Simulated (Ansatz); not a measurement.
# Li+ BF4- in gamma-butyrolactone and acetonitrile and diethyl carbonate: a series in temperature

How do cells made at different temperatures differ in energy, pressure, forces, levels, charges and cost?

Computed with Ansatz 0.2.0: Kohn-Sham DFT, r2SCAN+D3(BJ), PAW (set soft_2). Every run is a single point, with the atoms held where the recipe put them (cutoff of the plane-wave runs 500 eV, fixed occupations).

First member: 3 gamma-butyrolactone, 4 acetonitrile, 2 diethyl carbonate, 1 Li+, 1 BF4- placed at random, at 1.06 g/cm³; overlaps pushed apart, then 10 ps at 550 K with stiff harmonic cages for PF6 and BF4 with UFF radii; Joung-Cheatham ions (J. Phys. Chem. B 112, 9020 (2008)); MMFF94 bonds, angles, torsions, charges and radii (Halgren, J. Comput. Chem. 17, 490 (1996)) in harmonic and 12-6 forms; charges of ions scaled by 0.8. Snapshot after 30 ps at 360 K and fixed volume.

Last member: 3 gamma-butyrolactone, 4 acetonitrile, 2 diethyl carbonate, 1 Li+, 1 BF4- placed at random, at 0.911 g/cm³; overlaps pushed apart, then 10 ps at 590 K with stiff harmonic cages for PF6 and BF4 with UFF radii; Joung-Cheatham ions (J. Phys. Chem. B 112, 9020 (2008)); MMFF94 bonds, angles, torsions, charges and radii (Halgren, J. Comput. Chem. 17, 490 (1996)) in harmonic and 12-6 forms; charges of ions scaled by 0.8. Snapshot after 30 ps at 540 K and fixed volume.

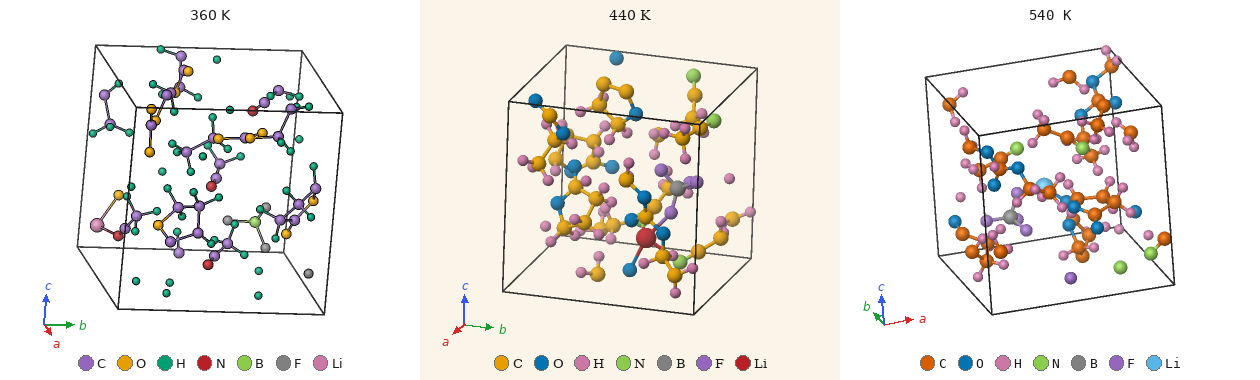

Three members of the series, labelled by temperature. Bonds to atoms that aren't drawn are left out. Some periodic images of atoms are drawn too.

The members:

| temperature (K) | reduced formula | atoms | valence electrons | k-mesh | basis | density (g/cm³) |
| --- | --- | --- | --- | --- | --- | --- |
| 360 | LiBH50C30N4O12F4 | 102 | 296 | 1×1×1 | plane waves | 1.06 |
| 400 | LiBH50C30N4O12F4 | 102 | 296 | 1×1×1 | plane waves | 1.03 |
| 440 | LiBH50C30N4O12F4 | 102 | 296 | 1×1×1 | plane waves | 0.993 |
| 480 | LiBH50C30N4O12F4 | 102 | 296 | 1×1×1 | plane waves | 0.96 |
| 540 | LiBH50C30N4O12F4 | 102 | 296 | 1×1×1 | plane waves | 0.911 |

Each cell is one sample from a classical run, so sample-to-sample scatter enters every column; pressures lack the kinetic term, and hold the strain of bonds inside molecules, whose lengths the classical model set.

The input of the first member, without its atom lines; other members have their own cell and atoms, and may differ in mesh, basis and outputs:

```yaml
crystal:
  lattice:
    - [10.56699, 0.0, 0.0]
    - [0.0, 10.56699, 0.0]
    - [0.0, 0.0, 10.56699]
  atoms:
    [... 102 lines ...]
kpoints:
  mp_grid: { grid: [1, 1, 1] }
hamiltonian:
  xc: r2scan
  dispersion: d3bj
scf:
  occupations: { method: fixed }
output:
  forces: true
  stress: true
  populations: true
  dos:
    method: { smearing: { sigma: 0.08 } }
    de: 0.1
    projected: { site_lists: { B: [B], C: [C], F: [F], H: [H], Li: [Li] } }
  eigenvalues: true
  write_density: true
  write_potential: true
  volumetric_format: npy
```

Results; charges are mean Löwdin charges in e:

| temperature (K) | energy less the first member's (meV/atom) | pressure (GPa) | r.m.s. force (eV/Å) | gap (eV) | q(Li) | q(B) | q(N) |
| --- | --- | --- | --- | --- | --- | --- | --- |
| 360 | 0.0 | 0.0126 | 0.937 | 4.79 | +0.77 | +0.92 | -0.25 |
| 400 | 10.1 | 0.827 | 1.21 | 4.75 | +0.79 | +0.95 | -0.24 |
| 440 | 12.5 | -0.732 | 1.30 | 4.78 | +0.78 | +0.95 | -0.26 |
| 480 | 22.1 | 0.947 | 1.27 | 5.38 | +0.78 | +0.96 | -0.23 |
| 540 | 32.4 | -0.193 | 1.29 | 4.61 | +0.82 | +0.97 | -0.23 |

The gap is that between the highest filled and lowest empty Kohn-Sham level on the run's k-points, and semilocal functionals tend to put gaps under measured ones. The projection misses up to 0.040 e an atom, so the charges add up to more than the cell's charge.

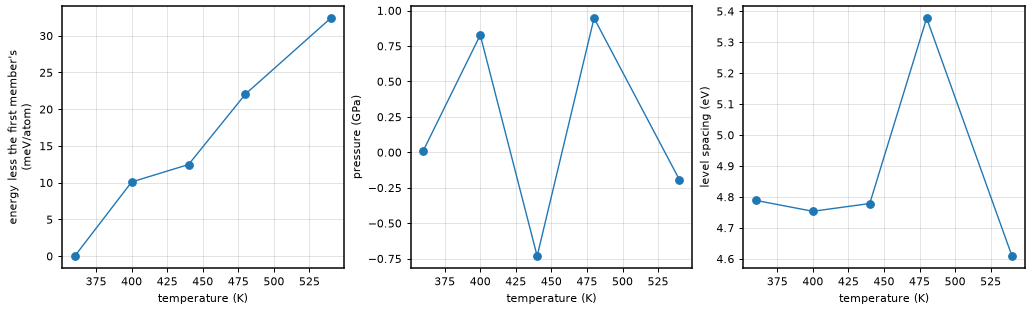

Results against temperature.

Cost on 8 threads of Arm Neoverse V1, shared host:

| temperature (K) | atoms | basis | k-mesh | SCF cycles | time | host memory (GiB) |
| --- | --- | --- | --- | --- | --- | --- |
| 360 | 102 | plane waves | 1×1×1 | 11 | 30 s | 3.0 |
| 400 | 102 | plane waves | 1×1×1 | 11 | 28 s | 3.0 |
| 440 | 102 | plane waves | 1×1×1 | 11 | 26 s | 3.0 |
| 480 | 102 | plane waves | 1×1×1 | 11 | 31 s | 3.1 |
| 540 | 102 | plane waves | 1×1×1 | 11 | 39 s | 4.1 |

Times include the outputs that each run asked for, on hosts shared with other jobs.

**Reading.** The energy against the first member goes steadily from 0.0 meV/atom at 360 to 32.4 meV/atom at 540 K; each member is a single configuration. The gap is lowest at 540 K (4.61 eV) and highest at 480 K (5.38 eV), with no steady trend; in single samples it varies with the configuration. The mean charge on Li is lowest at 360 K (+0.77 e) and highest at 540 K (+0.82 e). The density spans 0.911 to 1.06 g/cm³, so the columns mix its effect with that of the temperature. The pressure is lowest at 440 K (-0.73 GPa) and highest at 480 K (0.95 GPa), with no steady trend; the recipes set unlike densities, and the bond lengths of the classical model enter the pressure too. The r.m.s. force goes from 0.94 eV/Å at 360 to 1.3 eV/Å at 540 K.

**Limits.** The network of contacts between molecules at the start is that of the classical potential that made the cell, and needn't be the one that DFT or experiment would give. The cells aren't relaxed by DFT, which could reorder their energies.

[Logs are printed without paths, hosts, clocks, repeated set-up lines and the standing remarks that a program may print on its own settings, such as how far it seeks lower states.]

[Hosts, paths, dates, database ids (printed as entryN), source tags and the programs' standing remarks are cut or masked in the printed files.]

[The MMFF94 radii named for the starting cell were scaled by 0.96; in molecules described by MMFF94, hydrogen bound to N, O or S took a small fixed 12-6 site in their place.]
